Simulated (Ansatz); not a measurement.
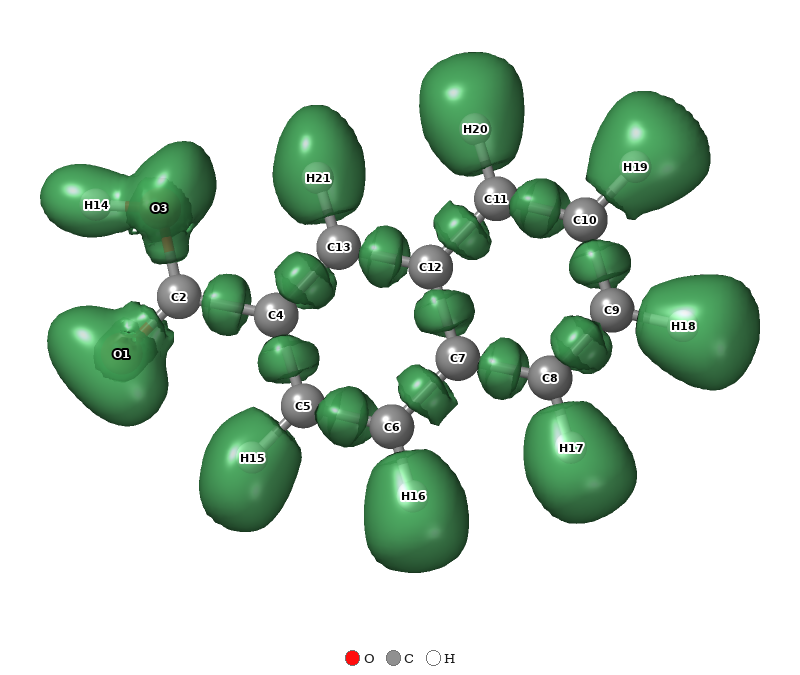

C11H8O2. Isosurface of the electron localisation function at 0.75 (green), seen across its widest extent. Only the valence region is drawn (cores and ρ < 0.01 e/Å³ removed).

Geometry: PBE0-D4/def2-TZVP.

Theory: RKS PBE0-D4/def2-TZVPP in Ansatz.

The calculation's input:

```
crystal:
  periodic: [false, false, false]
  atoms:
    - {symbol: O, position_ang: [-0.635048, 0.087549, -4.136168]}
    - {symbol: C, position_ang: [0.164425, -0.117349, -3.259123]}
    - {symbol: O, position_ang: [1.434052, -0.478442, -3.520254]}
    - {symbol: C, position_ang: [-0.126822, -0.004365, -1.814653]}
    - {symbol: C, position_ang: [-1.434538, 0.370555, -1.435094]}
    - {symbol: C, position_ang: [-1.757777, 0.489469, -0.116150]}
    - {symbol: C, position_ang: [-0.797886, 0.241823, 0.891691]}
    - {symbol: C, position_ang: [-1.101512, 0.356322, 2.264319]}
    - {symbol: C, position_ang: [-0.147995, 0.109127, 3.213583]}
    - {symbol: C, position_ang: [1.155926, -0.264785, 2.835760]}
    - {symbol: C, position_ang: [1.480768, -0.384138, 1.513389]}
    - {symbol: C, position_ang: [0.518473, -0.135612, 0.510140]}
    - {symbol: C, position_ang: [0.826666, -0.251336, -0.859312]}
    - {symbol: H, position_ang: [1.506754, -0.519929, -4.483250]}
    - {symbol: H, position_ang: [-2.161032, 0.557486, -2.215887]}
    - {symbol: H, position_ang: [-2.761257, 0.777158, 0.178344]}
    - {symbol: H, position_ang: [-2.106024, 0.644277, 2.555323]}
    - {symbol: H, position_ang: [-0.394074, 0.200658, 4.265279]}
    - {symbol: H, position_ang: [1.900789, -0.457503, 3.598991]}
    - {symbol: H, position_ang: [2.483180, -0.671718, 1.214784]}
    - {symbol: H, position_ang: [1.828431, -0.538548, -1.154812]}
basis:
  gaussian: {orbitals: def2-TZVPP}
hamiltonian: {xc: pbe0, dispersion: d4}
output: {orbitals: {seedname: orbitals}}
```

Launched as:

```sh
ansatz run in.yaml --threads 5 --pin off --events-out ev --progress --plain --max-ram 66560MiB --backend cuda --devices 0, --max-vram 37GiB
```

**Where are the electrons localised?**

At this value the surface marks out twelve regions between bonded C–C atoms (shared pairs), seven regions around hydrogen nuclei, one region on O in which the atom's valence shell and bonds are merged and one joined region spread over several atoms (H, O), in which their bonds and any lone pairs are merged.

Values along the shortest contacts:
C–O (1.20 Å): the ELF peaks at about 0.85 between the atoms; a short, multiple covalent bond. C–C (1.36 Å): the ELF peaks at about 0.95 between the atoms (a covalent bond).
